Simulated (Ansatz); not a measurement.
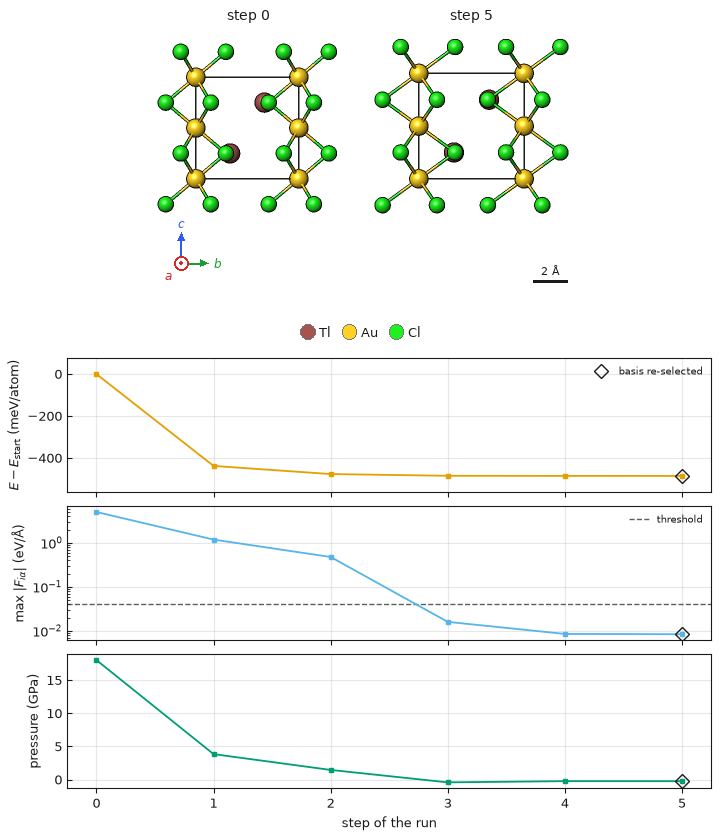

First and last geometry of a relaxation of a crystal of TlAuCl₃ (built on the hexagonal perovskite (2H) type) (coarse preliminary run), with the history of the run. The picture is a ball-and-stick view of the cell of the calculation, seen along the a axis.

Case: hexagonal perovskite (2H) type (P6_3/mmc, No. 194).

All numbers below come from DFT PBE, scalar-relativistic, plane waves, PAW (Ansatz 0.2.0).

Input file:
```yaml
crystal:
  lattice:
    - [7.006324058, 0.0, 0.0]
    - [-3.503162029, 6.0676546214, 0.0]
    - [0.0, 0.0, 5.9858647814]
  atoms:
    - { symbol: Tl, position: [0.3333333333, 0.6666666667, 0.75] }
    - { symbol: Tl, position: [0.6666666667, 0.3333333333, 0.25] }
    - { symbol: Au, position: [0.0, 0.0, 0.5] }
    - { symbol: Au, position: [0.0, 0.0, 0.0] }
    - { symbol: Cl, position: [0.146, 0.2919999999, 0.25] }
    - { symbol: Cl, position: [0.854, 0.146, 0.75] }
    - { symbol: Cl, position: [0.854, 0.7080000001, 0.75] }
    - { symbol: Cl, position: [0.146, 0.854, 0.25] }
    - { symbol: Cl, position: [0.7080000001, 0.854, 0.25] }
    - { symbol: Cl, position: [0.2919999999, 0.146, 0.75] }
basis:
  ecutwfc: 420
kpoints:
  mp_grid: { grid: [3, 3, 4] }
hamiltonian:
  xc: pbe
scf:
  occupations: { method: gaussian, width: 0.1 }
  lower_state_search: "off"
output:
  forces: true
  stress: true
  eigenvalues: true
relax:
  adjacent_minimum: "off"
  f_tol: 0.04
  max_steps: 70
  cell: { stress_tol: 0.4 }
```

Launched with:
```bash
ansatz run input.yaml --threads 1 --pin off --max-ram 2560MiB --backend cpu --events-out ev --progress --plain --runs-dir out
```

Question: Did the run converge, and what did it change?

Answer: It converged. The largest moves relative to the cell, 0.32 Å, are those of Cl5, Cl6, Cl7, Cl8, Cl9 and Cl10. Cl5 goes along [1 2 0]. Tl and Au stay in place. The drawn cell changes as follows: a = b 7.006 → 7.164 Å (+2.3 %), c 5.986 → 6.213 Å (+3.8 %); the volume changes by +8.5 %. Some distances before and after: Au3–Cl10 2.319 → 2.640 Å. Among the angles between lasting bonds that change: Au3–Cl5–Au4 80.4° → 72.1°, Cl5–Au3–Cl8 82.8° → 88.9°, Cl5–Au3–Cl6 97.2° → 91.1°. The space group stays P6_3/mmc (No. 194). The energy falls by 486 meV per atom in 4 accepted moves (5 points after the start). The largest force component goes from 5 to 0.0084 eV/Å. Pressure: 18.03 GPa at the start and −0.23 GPa at the end. At 1 point the geometry stayed and the basis and grid were re-selected for the new cell (energy shift of 0.2 meV per atom at most each time). Cost: 59 s on 1 thread of Arm Neoverse V2, with other jobs on the host, peak memory 0.55 GiB.

Limits of the set-up: layers or molecules are held without a dispersion correction, so their spacing is unreliable.
